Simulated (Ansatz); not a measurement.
**CH2Cl2FSi (SMILES [CH2][Si](F)(Cl)Cl) (doublet): density, localisation and related maps**

```xyz
7

C     0.7438    1.1651   -1.1972
Cl    0.9007   -0.2917    1.6500
Cl   -1.5495    1.8271    0.9366
F     1.3022    2.5995    1.1499
Si    0.4142    1.3818    0.5799
H     0.2406    0.3967   -1.7918
H     1.4604    1.7989   -1.7293
```

Geometry: PBE0-D3(BJ)/def2-SVP.

These are results of isolated molecule in a Gaussian basis; Kohn-Sham density functional theory, functional PBE0 (Ansatz), not measurements.

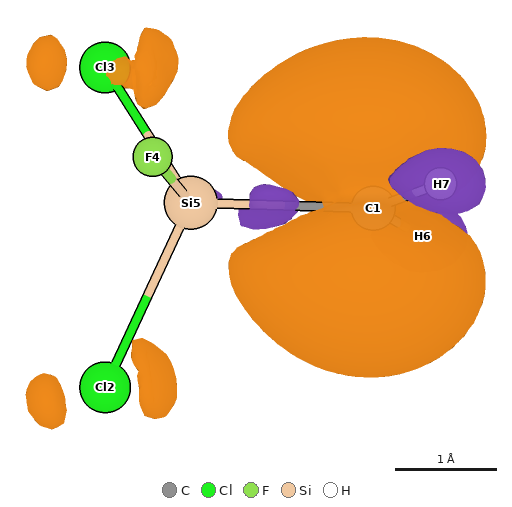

Figure 1. Isosurfaces of the spin density (α minus β) at +0.015 (orange) and −0.015 e/Å³ (purple), seen from one side.

**Where is the unpaired spin?**

The unpaired spin (1 electron) lies mostly on C1 (about 0.8) and Si5 (about 0.1), in electrons by Hirshfeld's partition.

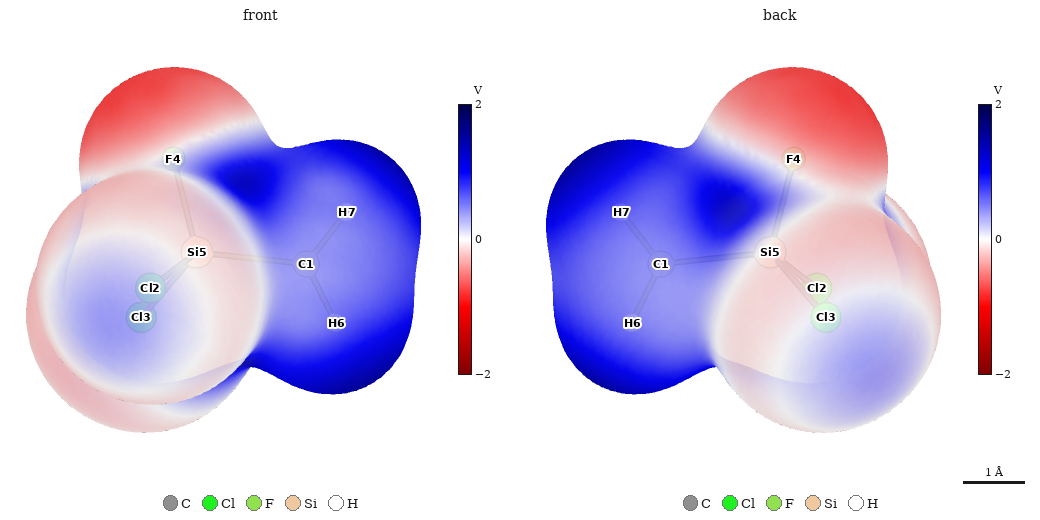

Figure 2. The molecular electrostatic potential painted on the density surface at 0.002 e/bohr³, seen from the front and from behind; the colour scale runs from red (negative) to blue (positive).

**Where is the surface potential most negative and most positive?**

The most negative region (about −0.8 V) lies over F4, the most positive (about +1.5 V) over Si5, H6 and H7. Cl2 shows a σ-hole: about +0.4 V at the tip opposite its bond, against about −0.1 V on its flanks. Cl3 shows a σ-hole: about +0.4 V at the tip opposite its bond, against about −0.1 V on its flanks.

**What dipole moment does the calculation give?**

Its dipole moment is 2.14 D.

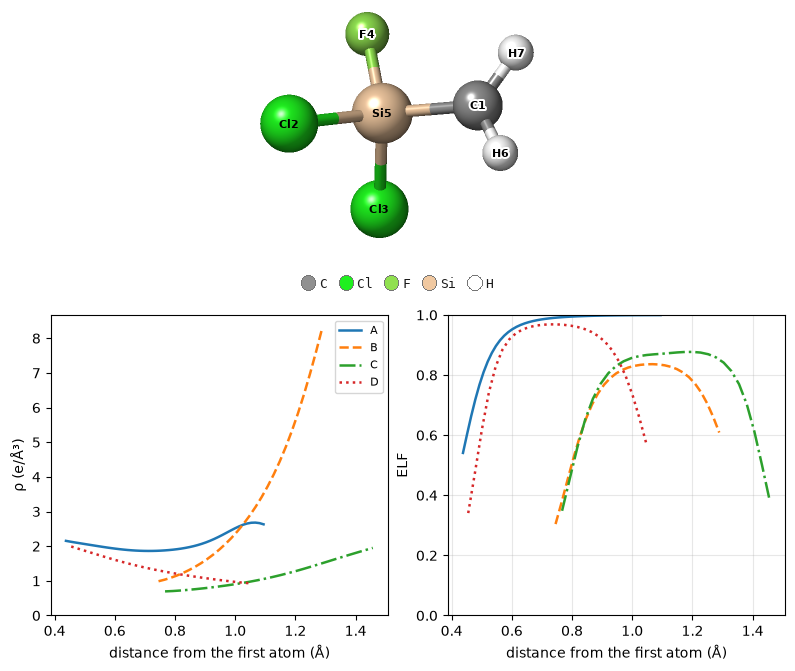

Figure 3. Total electron density and ELF along straight lines between neighbouring atoms. The curves leave out the atomic cores. The structure is drawn too.

**Which curve belongs to which contact (C–H, C–Si, Si–Cl and Si–F)? The first atom named is at distance zero.**

Curve A: C–H (1.09 Å): the density is about 2 e/Å³ at the midpoint; the ELF climbs to about 1 towards the hydrogen, as it does in any bond to H; an ordinary covalent bond to hydrogen. Curve B: Si–F (1.61 Å): ρ is about 1.2 e/Å³ halfway; the ELF peaks at about 0.85 in the valence shell of F, 0.5 Å from its nucleus, and is about 0.55 at the midpoint. Curve C: Si–Cl (2.04 Å): ρ is about 0.94 e/Å³ halfway; the ELF peaks at about 0.90 between the atoms (a polar covalent bond). Curve D: C–Si (1.82 Å): ρ is about 1.1 e/Å³ halfway; the ELF peaks at about 0.95 between the atoms, as expected for localised, covalent bonding.

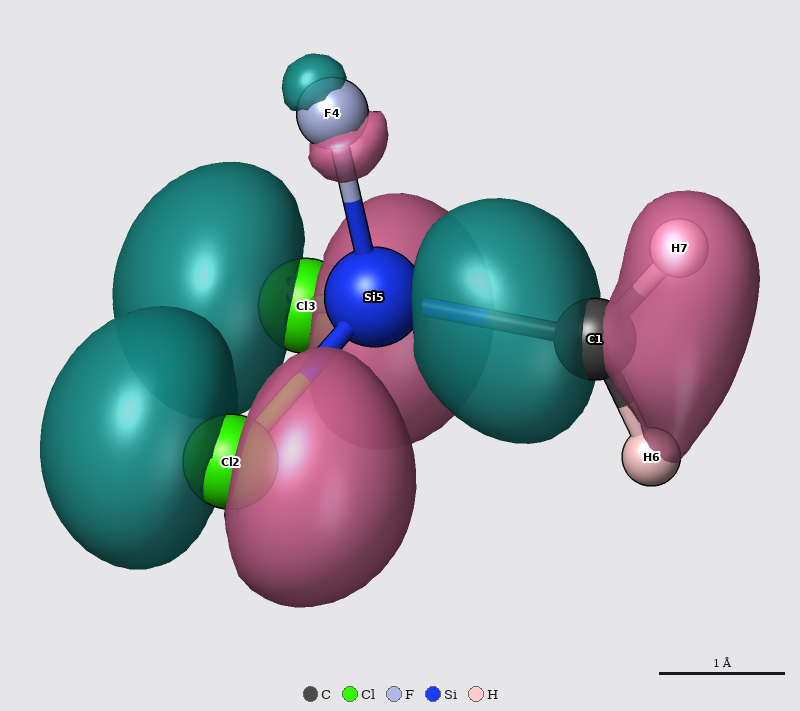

Figure 4. The HOMO−1 (β) at ±0.1 Å⁻³ᐟ² (teal and pink are the two phases), seen at a tilt.

**Where does this orbital lie, and at what energy?**

Its weight (Hirshfeld) is mainly on Cl2 (about 35 %), Cl3 (about 35 %), C1 (about 15 %) and Si5 (about 10 %); largely a combination of lone pairs on Cl2 and Cl3. Its energy is −9.72 eV.
